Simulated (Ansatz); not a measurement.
# F2GeH4Si (SMILES F[SiH](F)[GeH3]): what the fields show

Input file:

```
crystal:
  periodic: [false, false, false]
  atoms:
    - symbol: F
      position_ang: [-3.276019, -0.412129, 0.229618]
    - symbol: F
      position_ang: [-0.844474, -0.970150, -0.508467]
    - symbol: Ge
      position_ang: [-1.397779, 2.239984, -0.173329]
    - symbol: Si
      position_ang: [-2.079211, 0.046747, -0.759770]
    - symbol: H
      position_ang: [-2.547691, -0.147637, -2.156272]
    - symbol: H
      position_ang: [-0.234928, 2.682218, -1.077434]
    - symbol: H
      position_ang: [-2.572642, 3.215520, -0.355457]
    - symbol: H
      position_ang: [-0.939537, 2.263169, 1.293045]
basis:
  gaussian: {orbitals: def2-TZVPD}
output: {forces: true, orbitals: {seedname: orbitals}}
hamiltonian: {xc: pbe0}
```

Command:

```sh
ansatz run input.yaml --threads 1 --pin off --max-ram 2610MiB --events-out events.jsonl --progress --plain --runs-dir runs
```

Geometry: PBE0-D3(BJ)/def2-SVP.

These are results of Ansatz 0.2.0, isolated molecule in a Gaussian basis; Kohn-Sham density functional theory, functional PBE0, not measurements.

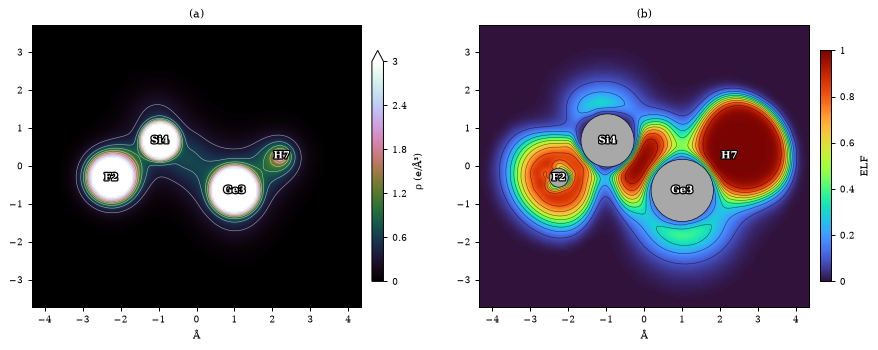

Figure 1. (a) total electron density; (b) electron localisation function on the plane of atoms F2, Si4 and Ge3. Grey discs cover the atomic cores in the ELF map.

**Describe what can be read from this map.**

The section cuts through F, Ge, Si and H sites.
Si–F (1.62 Å): the density is about 1.1 e/Å³ at the midpoint; the ELF peaks at about 0.85 in the valence shell of F, 0.6 Å from its nucleus, and is about 0.50 at the midpoint.
Si–Ge (2.37 Å): ρ at the midpoint is about 0.65 e/Å³; the ELF peaks at about 1 between the atoms (a shared electron pair).
Ge–H (1.54 Å): ρ at the midpoint is about 1.1 e/Å³; the ELF climbs to about 1 towards the hydrogen.
The ELF also peaks beside F2, away from the bonds: lone-pair regions.

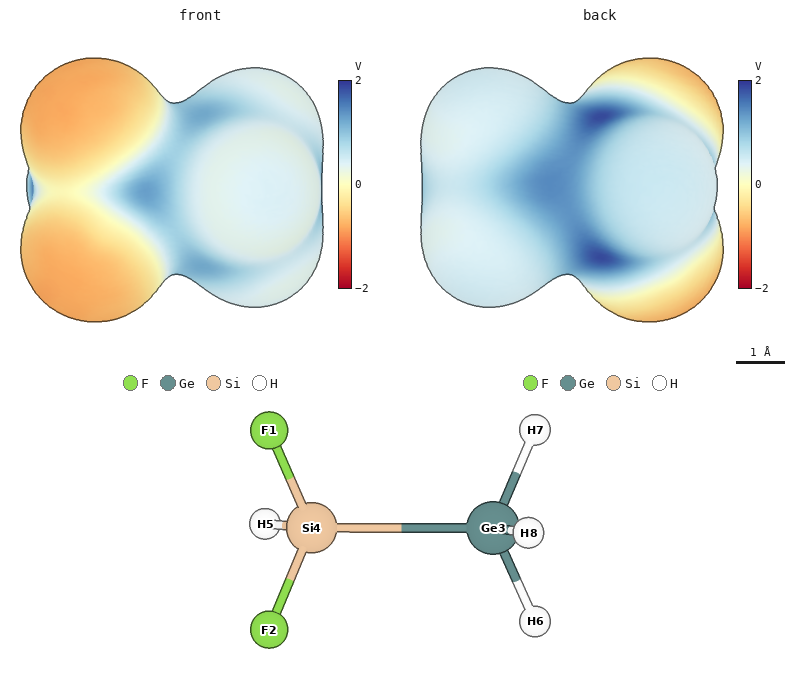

Figure 2. The molecular electrostatic potential painted on the density surface at 0.002 e/bohr³, seen from the front and from behind; the colour scale runs from red (negative) to blue (positive). The bare structure is drawn below in the same view.

**Which sites attract a positive test charge, and which a negative one?**

A positive charge is drawn to the negative regions and a negative charge to the positive ones. The most negative region (about −0.8 V) lies over F1 and F2, the most positive (about +1.8 V) over Si4.

**What dipole moment does the calculation give?**

Its dipole moment is 1.83 D.

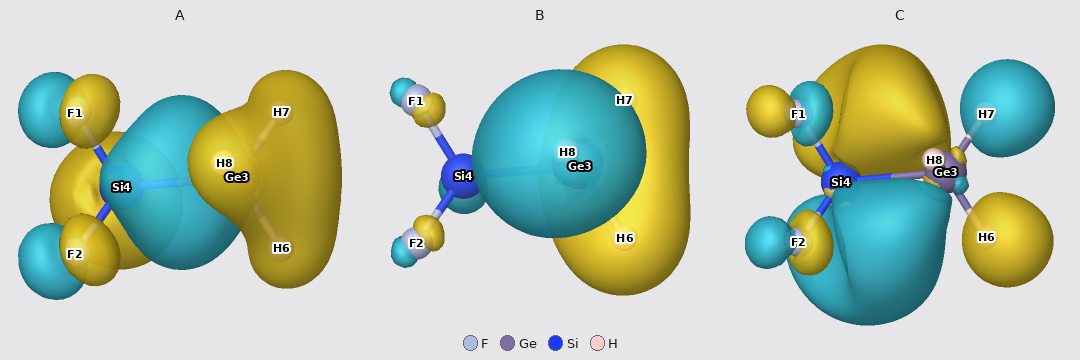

Figure 3. Three frontier orbitals at ±0.06 Å⁻³ᐟ² (yellow and cyan are the two phases), in no order.

**Order the three orbitals by energy and name them.**

B is the HOMO−1 (−10.04 eV). Its weight (Hirshfeld) is mainly on Ge3 (about 45 %), H8 (about 35 %), H6 (about 10 %) and H7 (about 10 %). A is the HOMO (−8.61 eV). By Hirshfeld shares it lies mainly on Ge3 (about 35 %), Si4 (about 30 %), H5 (about 10 %), F2 (about 5 %) and F1 (about 5 %). C is the LUMO (−0.45 eV). By Hirshfeld shares it lies mainly on Si4 (about 45 %), Ge3 (about 25 %), F2 (about 5 %) and F1 (about 5 %).

**What is the HOMO–LUMO gap?**

8.16 eV between the orbital energies.
